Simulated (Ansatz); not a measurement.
# H₂O (singlet): trial inputs and their diagnosis at angle H2–O1–H3 = 123.7°

4 inputs are run for H₂O (singlet) as typed; the log has to tell whether the result can be used and what must change.

Method: the settings change from run to run; program: Ansatz 0.2.0, Gaussian basis.

9 further runs of the same task are left out: 1 for a mislabelled method, 4 that didn't finish, 4 set aside as unsound or not needed.

### 1 What is computed

The geometry derives from a PBE0/def2-TZVP stationary point (not a proven minimum). One angle is set to the value named; bond lengths are kept.

3 atoms, charge 0, spin multiplicity 1.

Atoms are counted from 1 here; the program's logs count them from 0.

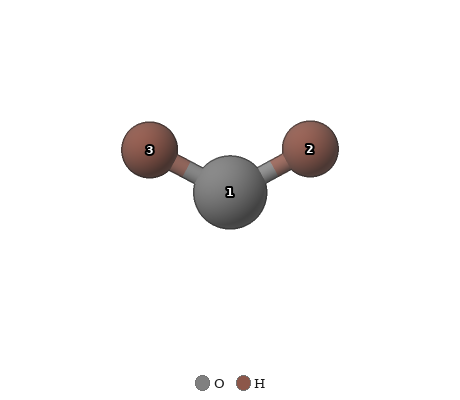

The geometry (oxygen grey, hydrogen brown); atoms are numbered from 1 in the order of the file.

### 2 Input 1

in.yaml

```yaml
crystal:
  periodic: [false, false, false]
  atoms:
    - {symbol: O, position_ang: [0.000000, -0.050655, 0.000000]}
    - {symbol: H, position_ang: [0.000000, 0.402033, -0.846032]}
    - {symbol: H, position_ang: [0.000000, 0.402033, 0.846032]}
basis:
  gaussian: {orbitals: aug-cc-pVTZ}
magnetization: {spin_polarized: false}
correlation: {method: ccsdtq, electrons: all, diis_vectors: 1}
```

The run is started by

```bash
$ ansatz run in.yaml --threads 1 --pin off --events-out ev --progress --plain --max-ram 2393MiB
```

Log:

```text
Functional definition: HF
  name "HF"
  cite "Fock, Z. Phys. 61, 126 (1930) doi:10.1007/BF01340294"
  parent pbe
  exchange = exact_x
  correlation = 0
1067 factors; integrals over basis functions are off by at most 2.3e-7 eV
mean field evaluation 1: about -2067.6241 eV, gradient 3.4e1 eV
mean field evaluation 2: about -2067.6240 eV, gradient 3.4e1 eV
mean field evaluation 4: about -2069.4978 eV, gradient 1.4e0 eV
mean field evaluation 8: about -2069.5048 eV, gradient 4.8e-5 eV
mean field evaluation 16: about -2069.5044 eV, gradient 3.0e-1 eV
mean field -2069.50480245 eV, -76.0528987292 hartree, gradient 1.9e-6 eV, S^2 0.000000; 0 other end points of the search recorded, 0 dependent functions left out
reference -2069.50480245 eV, -76.0528987292 hartree; 5, 5 occupied and 87, 87 virtual orbitals, 1067 factors
Error: with its amplitudes the run needs 8.21 GiB of memory by its plan, which may be too low or too high, and 2.33 GiB are given
refused for memory
```

Wall time 0.87 s (1 thread of Arm Neoverse V2, shared host).

Diagnosis: The run was refused for memory. The method is too large for the memory allowed. Cure: freeze cores, shrink the basis or take a lower level.

### 3 Input 2

in.yaml

```yaml
crystal:
  periodic: [false, false, false]
  atoms:
    - {symbol: O, position_ang: [0.000000, -0.050655, 0.000000]}
    - {symbol: H, position_ang: [0.000000, 0.402033, -0.846032]}
    - {symbol: H, position_ang: [0.000000, 0.402033, 0.846032]}
basis:
  gaussian: {orbitals: STO-3G}
correlation: {active_space: {window: {electrons: 10, orbitals: 7}, states: [{multiplicity: 1, weights: [1, 1, 1, 1]}], fixed_orbitals: true}}
symmetry: c1
```

Launched as before.

Log:

```text
Error: YAML parse error: error: line 10 column 1: unknown field `symmetry`, expected one of crystal, accuracy, basis, kpoints, hamiltonian, magnetization, projection, total_charge, correlation, batch, efield, external_charges, scf, relax, neb, saddle, md, ramp, phonons, dielectric, real_time, elastic, magnetic_configurations, gw, evaluate, workflow, output, checkpoint, execution
  --> <input>:10:1
   |
 8 |   gaussian: {orbitals: STO-3G}
 9 | correlation: {active_space: {window: {electrons: 10, orbitals: 7}…
10 | symmetry: c1
   | ^ unknown field `symmetry`, expected one of crystal, accuracy, basis, kpoints, hamiltonian, magnetization, projection, total_charge, correlation, batch, efield, external_charges, scf, relax, neb, saddle, md, ramp, phonons, dielectric, real_time, elastic, magnetic_configurations, gw, evaluate, workflow, output, checkpoint, execution
```

Run time: 0.03 s. Hardware: 1 thread of Arm Neoverse V2, shared host.

What is wrong: The run was refused. The input holds a key that the program doesn't read here. To mend it, remove it or spell it as the reference does.

### 4 Input 3

in.yaml

```yaml
crystal:
  periodic: [false, false, false]
  atoms:
    - {symbol: O, position_ang: [0.000000, -0.050655, 0.000000]}
    - {symbol: H, position_ang: [0.000000, 0.402033, -0.846032]}
    - {symbol: H, position_ang: [0.000000, 0.402033, 0.846032]}
basis:
  gaussian: {orbitals: STO-3G}
correlation: {active_space: {ras: {orbitals: [5, 0, 2], electrons: 11, max_holes: 2, max_particles: 2}, fixed_orbitals: true}}
accuracy: high
```

Same command.

Log:

```text
Functional definition: HF
  name "HF"
  cite "Fock, Z. Phys. 61, 126 (1930) doi:10.1007/BF01340294"
  parent pbe
  exchange = exact_x
  correlation = 0
92 factors; integrals over basis functions are off by at most 3.2e-8 eV
mean field evaluation 1: about -2038.3133 eV, gradient 1.7e1 eV
mean field evaluation 2: about -2038.3316 eV, gradient 1.7e1 eV
mean field evaluation 4: about -2039.3145 eV, gradient 4.7e-1 eV
mean field evaluation 8: about -2039.3145 eV, gradient 3.3e-6 eV
mean field -2039.31449079 eV, -74.9434252395 hartree, gradient 3.7e-9 eV, S^2 0.000000; 0 other end points of the search recorded, 0 dependent functions left out
reference -2039.31449079 eV, -74.9434252395 hartree; 5, 5 occupied and 2, 2 virtual orbitals, 92 factors
Error: 11 electrons in 7 orbitals form no window around the highest filled level of the reference
```

It took 0.03 s on 1 thread of Arm Neoverse V2, shared host.

What is wrong: The run stopped with an error. The electron count of the restricted space is wrong. Fix: count the correlated electrons again.

### 5 Input 4

in.yaml

```yaml
crystal:
  periodic: [false, false, false]
  atoms:
    - {symbol: O, position_ang: [0.000000, -0.050655, 0.000000]}
    - {symbol: H, position_ang: [0.000000, 0.402033, -0.846032]}
    - {symbol: H, position_ang: [0.000000, 0.402033, 0.846032]}
basis:
  gaussian: {orbitals: 6-31G}
correlation: {method: fic_mrcisd_q, electrons: outside_noble_gas, active_space: {window: {electrons: 2, orbitals: 2}, states: [{multiplicity: 1, irrep: T2g, weights: [1]}]}}
scf: {lower_state_search: light}
```

The command is unchanged.

Log:

```text
Functional definition: HF
  name "HF"
  cite "Fock, Z. Phys. 61, 126 (1930) doi:10.1007/BF01340294"
  parent pbe
  exchange = exact_x
  correlation = 0
the irreps are read with x along [1.000, -0.000, 0.000], y along [0.000, 0.000, -1.000] and z along [0.000, 1.000, 0.000] of the geometry given
222 factors; integrals over basis functions are off by at most 2.2e-8 eV
mean field evaluation 1: about -2066.0560 eV, gradient 2.9e1 eV
mean field evaluation 2: about -2066.0544 eV, gradient 2.9e1 eV
mean field evaluation 4: about -2067.5520 eV, gradient 1.2e0 eV
mean field evaluation 8: about -2067.5565 eV, gradient 1.8e-3 eV
mean field -2067.55650517 eV, -75.9813001249 hartree, gradient 1.5e-6 eV, S^2 0.000000; 0 other end points of the search recorded, 0 dependent functions left out
reference -2067.55650517 eV, -75.9813001249 hartree; 5, 5 occupied and 8, 8 virtual orbitals, 222 factors
Error: the irrep T2g is not accepted for these orbitals, which take A1, B1, B2, A2, or 1 to 4
```

Run time: 0.06 s. Hardware: 1 thread of Arm Neoverse V2, shared host.

**Diagnosis.** The run stopped with an error. The symmetry label isn't in the molecule's group. Fix: name an irrep that the log lists.

### 6 How the runs ended

| input | level | ended | cause | time |
| --- | --- | --- | --- | --- |
| 1 | CCSDTQ on RHF/aug-cc-pVTZ | out of memory | the method is too large for the memory allowed | 0.87 s |
| 2 | FCI states/STO-3G | refused | the input holds a key that the program doesn't read here | 0.03 s |
| 3 | CISD/STO-3G | stopped by an error | the electron count of the restricted space is wrong | 0.03 s |
| 4 | MRCISD+Q(2,2)/6-31G | stopped by an error | the symmetry label isn't in the molecule's group | 0.06 s |

1 out of memory, 1 refused, 2 stopped by an error.
